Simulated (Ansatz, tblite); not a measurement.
# C26H27Cl3: spin states and exact exchange

Aim: set other spin states of C26H27Cl3 against its singlet, on many levels of theory.

Method: as each input shows; program: Ansatz 0.2.0, Gaussian basis.

Plan: triplet, at the geometry of the singlet (GFN1-xTB, GFN2-xTB, PBE0-D4/def2-SVP, PBE-D4/def2-SVP); the singlet's energies come from earlier runs.

**1. The structure**

The singlet was relaxed beforehand with r2SCAN-D4/def2-SVP.

SMILES `CCC(CC(CC(C)c1ccc(Cl)cc1)c1ccc(Cl)cc1)c1ccc(Cl)cc1`, 56 atoms, charge 0, spin multiplicity 1.

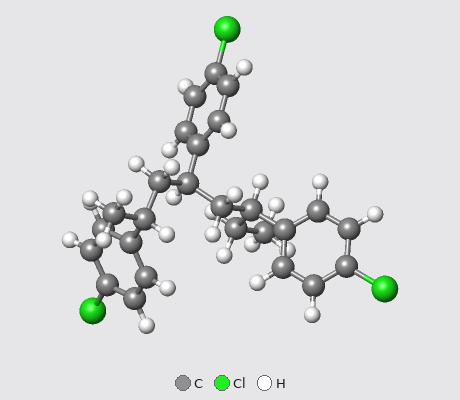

The geometry (carbon grey, chlorine green, hydrogen white).

**2. Triplet at the fixed geometry, GFN1-xTB**

Tight binding, by tblite at 300 K electronic temperature and without a spin-polarisation term:

```python
tblite.interface.Calculator('GFN1-xTB', numbers, positions, charge=0, uhf=2).singlepoint()
```

Energy -2235.5695 eV; 0.51 s.

**3. Triplet at the fixed geometry, GFN2-xTB**

Tight binding, by tblite at 300 K electronic temperature and without a spin-polarisation term:

```python
tblite.interface.Calculator('GFN2-xTB', numbers, positions, charge=0, uhf=2).singlepoint()
```

Energy -2257.6553 eV; 0.38 s.

**4. Triplet at the fixed geometry, PBE0-D4/def2-SVP**

File in.yaml:

```yaml
crystal:
  periodic: [false, false, false]
  atoms:
    - {symbol: C, position_ang: [-0.853808, -1.898870, 2.931940]}
    - {symbol: C, position_ang: [-0.364603, -1.331060, 1.605296]}
    - {symbol: C, position_ang: [-1.223720, -0.168586, 1.077646]}
    - {symbol: C, position_ang: [-0.705189, 0.377550, -0.265554]}
    - {symbol: C, position_ang: [0.729577, 0.925964, -0.237684]}
    - {symbol: C, position_ang: [1.176802, 1.439301, -1.618520]}
    - {symbol: C, position_ang: [1.166585, 0.387365, -2.744785]}
    - {symbol: C, position_ang: [1.754735, 0.975897, -4.032082]}
    - {symbol: C, position_ang: [1.881362, -0.885503, -2.333112]}
    - {symbol: C, position_ang: [1.214234, -2.119525, -2.323266]}
    - {symbol: C, position_ang: [1.853140, -3.295671, -1.918715]}
    - {symbol: C, position_ang: [3.189303, -3.236849, -1.518051]}
    - {symbol: Cl, position_ang: [4.000708, -4.691948, -1.004923]}
    - {symbol: C, position_ang: [3.886281, -2.023594, -1.523696]}
    - {symbol: C, position_ang: [3.227622, -0.862210, -1.929427]}
    - {symbol: C, position_ang: [0.912274, 2.000913, 0.814138]}
    - {symbol: C, position_ang: [0.103297, 3.149816, 0.832468]}
    - {symbol: C, position_ang: [0.275628, 4.145928, 1.794482]}
    - {symbol: C, position_ang: [1.277672, 3.996069, 2.758247]}
    - {symbol: Cl, position_ang: [1.500803, 5.234670, 3.965065]}
    - {symbol: C, position_ang: [2.100437, 2.868056, 2.766276]}
    - {symbol: C, position_ang: [1.908677, 1.882447, 1.794248]}
    - {symbol: C, position_ang: [-2.685534, -0.546549, 0.941107]}
    - {symbol: C, position_ang: [-3.684690, 0.190909, 1.592538]}
    - {symbol: C, position_ang: [-5.038029, -0.131766, 1.458300]}
    - {symbol: C, position_ang: [-5.399836, -1.215110, 0.655018]}
    - {symbol: Cl, position_ang: [-7.084216, -1.632769, 0.477163]}
    - {symbol: C, position_ang: [-4.428717, -1.972500, -0.007322]}
    - {symbol: C, position_ang: [-3.083522, -1.631342, 0.141123]}
    - {symbol: H, position_ang: [-0.899437, -1.111855, 3.704902]}
    - {symbol: H, position_ang: [-0.180144, -2.689438, 3.299409]}
    - {symbol: H, position_ang: [-1.863992, -2.330956, 2.841325]}
    - {symbol: H, position_ang: [-0.316719, -2.129186, 0.839360]}
    - {symbol: H, position_ang: [0.673272, -0.974531, 1.725670]}
    - {symbol: H, position_ang: [-1.168441, 0.648428, 1.821760]}
    - {symbol: H, position_ang: [-0.764771, -0.432078, -1.013385]}
    - {symbol: H, position_ang: [-1.394168, 1.166102, -0.620661]}
    - {symbol: H, position_ang: [1.407312, 0.096531, 0.027492]}
    - {symbol: H, position_ang: [2.197787, 1.852286, -1.520785]}
    - {symbol: H, position_ang: [0.538610, 2.289039, -1.924621]}
    - {symbol: H, position_ang: [0.116453, 0.115356, -2.953672]}
    - {symbol: H, position_ang: [1.704734, 0.251631, -4.860007]}
    - {symbol: H, position_ang: [2.812538, 1.255619, -3.893211]}
    - {symbol: H, position_ang: [1.205428, 1.883159, -4.333210]}
    - {symbol: H, position_ang: [0.165654, -2.165257, -2.638635]}
    - {symbol: H, position_ang: [1.325054, -4.252816, -1.913224]}
    - {symbol: H, position_ang: [4.932708, -1.998245, -1.209604]}
    - {symbol: H, position_ang: [3.779597, 0.084352, -1.927464]}
    - {symbol: H, position_ang: [-0.686106, 3.273079, 0.083793]}
    - {symbol: H, position_ang: [-0.356258, 5.037040, 1.803664]}
    - {symbol: H, position_ang: [2.877868, 2.767214, 3.527012]}
    - {symbol: H, position_ang: [2.553707, 0.996996, 1.797711]}
    - {symbol: H, position_ang: [-3.397770, 1.038782, 2.224388]}
    - {symbol: H, position_ang: [-5.810177, 0.447666, 1.970273]}
    - {symbol: H, position_ang: [-4.732325, -2.817762, -0.629817]}
    - {symbol: H, position_ang: [-2.327664, -2.232180, -0.376362]}
basis:
  gaussian: {orbitals: def2-SVP, fitting: {mean_field: def2-universal-jkfit}}
magnetization: {spin_polarized: true, initial_magnetization: 2}
hamiltonian: {xc: pbe0, dispersion: d4}
scf: {omitted_lower_state_checks: [starts]}
output: {orbitals: {seedname: orbitals}}
```

Started as:

```sh
$ ansatz run in.yaml --threads 2 --pin off --events-out ev --progress --plain --max-ram 32768MiB --backend cuda --devices 0, --max-vram 18GiB
```

Log:

```text
Functional definition: PBE0
  name "PBE0"
  cite "Adamo & Barone, J. Chem. Phys. 110, 6158 (1999) doi:10.1063/1.478522"
  cite "Perdew, Burke & Ernzerhof, Phys. Rev. Lett. 77, 3865 (1996) doi:10.1103/PhysRevLett.77.3865"
  parent pbe
  parameter a = 0.25
  parameter kappa = 0.804
  parameter beta = 0.06672455060314922
  exchange = (1 - a)*pbe_x(kappa = kappa, mu = beta*pi^2/3) + a*exact_x
  correlation = pbe_c(beta = beta)
these checks for a lower state are left out or cut short: starts
2820 factors; integrals over basis functions are off by at most 2.3e-1 eV
mean field evaluation 1: about -64856.2115 eV, gradient 7.7e1 eV
mean field evaluation 2: about -64813.7153 eV, gradient 1.1e2 eV
mean field evaluation 4: about -64882.2243 eV, gradient 2.9e1 eV
mean field evaluation 8: about -64886.9541 eV, gradient 1.6e1 eV
mean field evaluation 16: about -64891.3256 eV, gradient 1.8e-1 eV
mean field -64891.32715716 eV, -2384.7122881042 hartree, gradient 2.5e-5 eV, S^2 2.057872; 0 other end points of the search recorded, 0 dependent functions left out
reference -64891.32721882 eV, -2384.7122903702 hartree; 118, 116 occupied and 435, 437 virtual orbitals, 2820 factors
Total energy: -64893.30377715 eV, -2384.7849275491 hartree
Checks for a lower state left out: starts
```

Run time: 16 s. Hardware: 1 × H100 (card shared with other runs) with 2 threads of AMD EPYC 7R13, shared host; peak host memory 1.2 GiB.

HOMO -3.15 eV, LUMO -4.58 eV (over both spins; with the spin held, an empty level of the minority spin lies below the top filled one); ⟨S²⟩ 2.058 (pure: 2.00).

**5. Triplet at the fixed geometry, PBE-D4/def2-SVP**

start.molden holds the orbitals of an earlier run on this state, given as this run's starting guess.

in.yaml: that of step 4 with these lines changed.

```diff
@@ -60,5 +60,5 @@
 basis:
-  gaussian: {orbitals: def2-SVP, fitting: {mean_field: def2-universal-jkfit}}
+  gaussian: {orbitals: def2-SVP, fitting: {mean_field: def2-universal-jkfit}, initial_orbitals: start.molden}
 magnetization: {spin_polarized: true, initial_magnetization: 2}
-hamiltonian: {xc: pbe0, dispersion: d4}
+hamiltonian: {xc: pbe, dispersion: d4}
 scf: {omitted_lower_state_checks: [starts]}
```

Launched as before.

Log:

```text
Functional definition: PBE
  name "PBE"
  cite "Perdew, Burke & Ernzerhof, Phys. Rev. Lett. 77, 3865 (1996) doi:10.1103/PhysRevLett.77.3865"
  parent pbe
  parameter kappa = 0.804
  parameter beta = 0.06672455060314922
  exchange = pbe_x(kappa = kappa, mu = beta*pi^2/3)
  correlation = pbe_c(beta = beta)
these checks for a lower state are left out or cut short: starts
2820 factors; integrals over basis functions are off by at most 2.3e-1 eV
mean field evaluation 1: about -64884.1452 eV, gradient 1.0e1 eV
mean field evaluation 2: about -64884.5536 eV, gradient 4.7e-1 eV
mean field evaluation 4: about -64884.5435 eV, gradient 6.3e-2 eV
mean field evaluation 8: about -64884.5437 eV, gradient 4.5e-5 eV
mean field -64884.54374981 eV, -2384.4630024821 hartree, gradient 1.2e-5 eV, S^2 2.018294; 0 other end points of the search recorded, 0 dependent functions left out
reference -64884.54382690 eV, -2384.4630053153 hartree; 118, 116 occupied and 435, 437 virtual orbitals, 2820 factors
Total energy: -64886.80896153 eV, -2384.5462474773 hartree
Checks for a lower state left out: starts
```

It took 12 s on 1 × H100 (card shared with other runs) with 2 threads of AMD EPYC 7R13, shared host; peak host memory 1.2 GiB.

HOMO -1.99 eV, LUMO -5.40 eV (over both spins; with the spin held, an empty level of the minority spin lies below the top filled one); ⟨S²⟩ 2.018 (pure: 2.00).

**6. Triplet less singlet, vertical**

The singlet's energies are those of its earlier runs, whose logs aren't repeated here.

```csv
level,"triplet less singlet, vertical (eV)",time
GFN1-xTB,+4.053,0.67 s
GFN2-xTB,+4.081,0.54 s
PBE-D4/def2-SVP,+3.980,19 s
PBE0-D4/def2-SVP,+3.993,24 s
```

Times add the two runs; a level without a time comes out of a correlated run. Tight binding without a spin term can't rank spin states.

**7. Summary of results**

| quantity | value |
| --- | --- |
| triplet less singlet, vertical, functionals in def2-SVP | +3.980 (PBE-D4) to +3.993 eV (PBE0-D4) |

What this shows: All functionals put the triplet above the singlet, over a spread of 0.013 eV. The checks for a lower triplet were left out, so another state of that spin may lie lower. These are electronic energies, without zero-point motion, entropy or surroundings.
